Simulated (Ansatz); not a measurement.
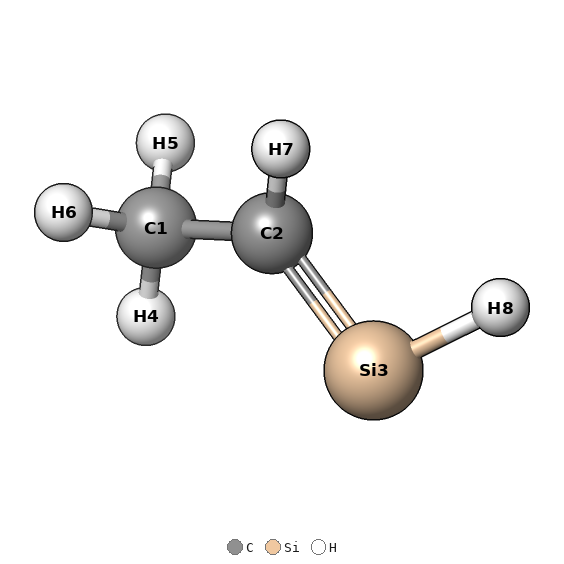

The species is neutral and a spin doublet. The computed structure is the end point of a PBE0-D4/def2-TZVP optimisation. No frequency run is at hand to confirm it as a minimum.

Which atoms are bonded, and how long are the bonds?

| bond | length (Å) | order |
| --- | --- | --- |
| C1–C2 | 1.485 | single |
| C1–H4 | 1.092 | single |
| C1–H5 | 1.097 | single |
| C1–H6 | 1.096 | single |
| C2–Si3 | 1.777 | double |
| C2–H7 | 1.094 | single |
| Si3–H8 | 1.513 | single |
